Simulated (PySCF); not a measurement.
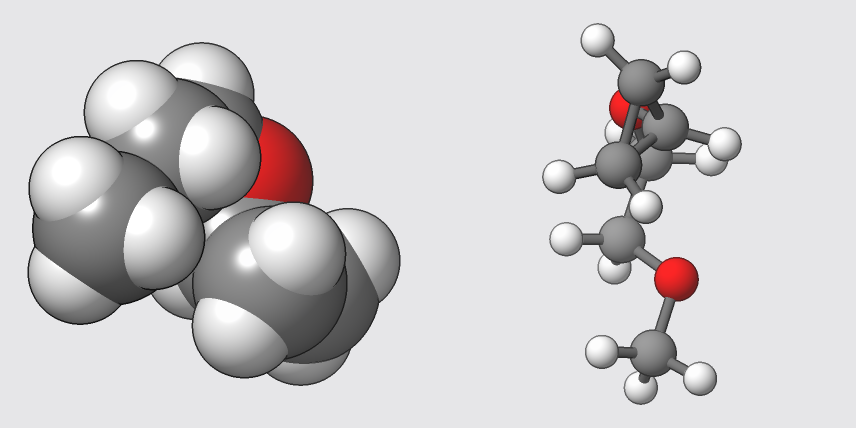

Both panels show the same species. Colours: carbon grey, oxygen red, hydrogen white.

The computed structure is the end point of a GFN2-xTB optimisation. No frequency run is at hand to confirm it as a minimum.

> Which formula does it have?

C6H12O2, 20 atoms: 6 carbon, 12 hydrogen and 2 oxygen.

> Describe its rings.

Independent rings (smallest set): 1 of 3 members.

> Name some functional groups or characteristic bonds that it holds.

Among them: ether.

> Write the SMILES.

COCCOC1CC1

> Give the symmetry (Schoenflies symbol).

C1.

More results for the same structure follow; atom numbers are the same in all pictures, views and colours differ.

### Shape

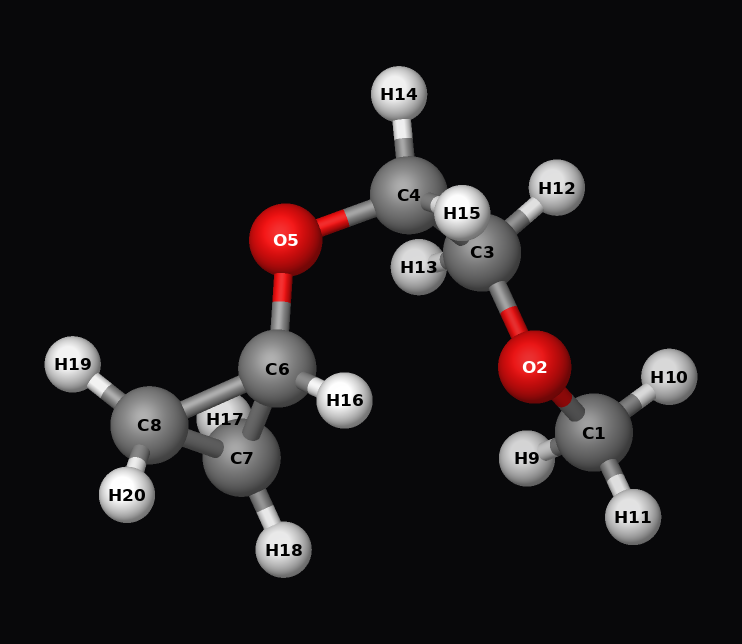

Atoms carry their numbers in the input. No frequency run is at hand to confirm it as a minimum.

Give the bond lengths. Leave out bonds to hydrogen.

```csv
bond,length (Å),order
C1–O2,1.402,single
O2–C3,1.409,single
C3–C4,1.531,single
C4–O5,1.405,single
O5–C6,1.399,single
C6–C7,1.502,single
C6–C8,1.493,single
C7–C8,1.503,single
```

### NMR shielding

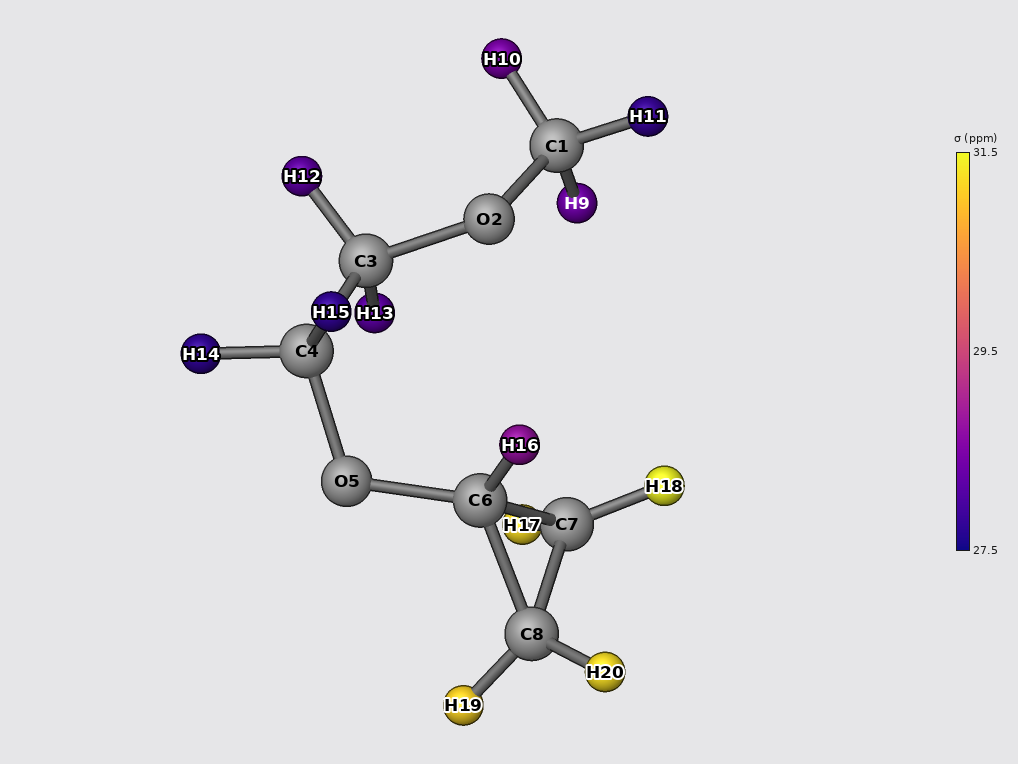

Atoms are coloured by their isotropic NMR shieldings (H only, the others grey). No frequency run is at hand to confirm it as a minimum. Method: GIAO PBE0/pcSseg-1 NMR shielding, non-relativistic, gas phase (PySCF 2.14.0).

> Which H atom is the most shielded (lowest chemical shift)?

H18 (31.47 ppm).

> Which H atom is the least shielded (highest chemical shift)?

H14 (27.76 ppm).

> How wide is the range of H shifts?

3.71 ppm.

Give the isotropic NMR shieldings of the H atoms atom by atom.

```tsv
atom	σ (ppm)
H9	28.35
H10	28.47
H11	27.82
H12	28.21
H13	28.18
H14	27.76
H15	27.78
H16	28.77
H17	31.25
H18	31.47
H19	31.15
H20	31.26
```

### Dipole moment

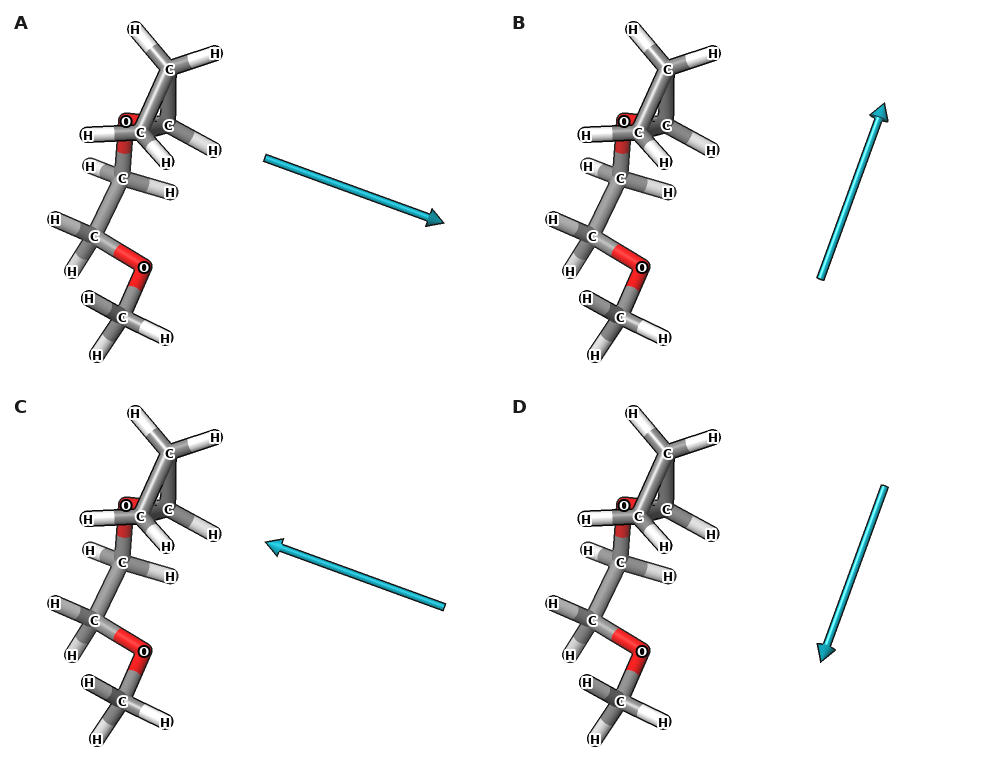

The same molecule four times, each with an arrow. No frequency run is at hand to confirm it as a minimum. Level of theory: PBE0/pcSseg-1, gas phase (PySCF 2.14.0).

> Which arrow points along the dipole moment, from the negative to the positive end?

D. The dipole moment is 1.84 D.

### Quadrupole coupling

No frequency run is at hand to confirm it as a minimum. Electric field gradients from the ground-state density, PBE0/pcSseg-1 (PySCF 2.14.0), non-relativistic apart from any core potentials.

Give the largest field-gradient component, the quadrupole coupling constant and the asymmetry for 17O at O2 (Q = −25.6 mb), 17O at O5 (Q = −25.6 mb).

| atom | V_zz (a.u.) | e²qQ/h (MHz) | η |
| --- | --- | --- | --- |
| O2 | −2.052 | 12.34 | 0.95 |
| O5 | 2.000 | −12.03 | 0.98 |
